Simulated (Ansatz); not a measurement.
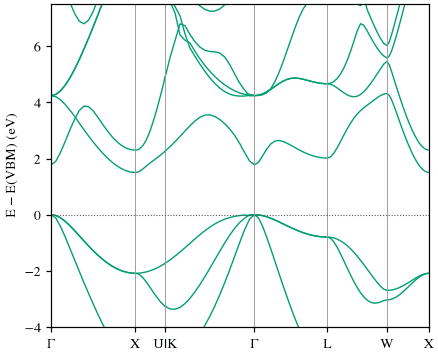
*Band structure from PBE in the plane-wave PAW code Ansatz*

Question: Read off the gap and where the band edges lie.

Answer: About 1.5 eV (1.50 eV by a search for the band edges); maximum at Γ, minimum at X.

The material is AlAs (zinc blende, F-43m).

The PBE relaxation kept the symmetry of its start; phonons on a q-mesh show no instability. Scalar-relativistic: spin–orbit coupling is off unless named, which matters more the heavier the elements.

Potentials: the later of the program's two PAW sets.
